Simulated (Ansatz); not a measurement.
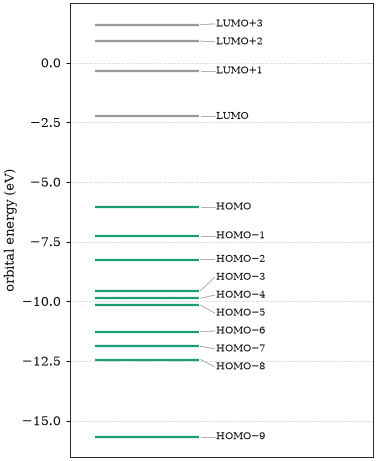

Kohn-Sham orbital energies near the frontier, r2SCAN/def2-TZVPP, the Ansatz code, at a PBE0-D4/def2-TZVP geometry (a minimum by its frequencies), isolated molecule; empty levels in grey, levels within 0.03 eV side by side.

Which molecule has this level scheme?
A. CH₇BNP, SMILES CB(N)P
B. AlSiNH₅Br, SMILES [AlH2][NH][SiH2]Br, singlet
C. CH₄ClNSi, SMILES N(=C(\[SiH3])Cl)/[H]
D. C₂H₆FIn, SMILES C[C@@H](F)[InH2], singlet

Option D. HOMO −6.05 eV, LUMO −2.25 eV, separation 3.80 eV.

Note: core potentials past krypton; spin-orbit coupling is left out, and with In it can shift these levels and split any degenerate set; empty levels above zero depend strongly on the basis.
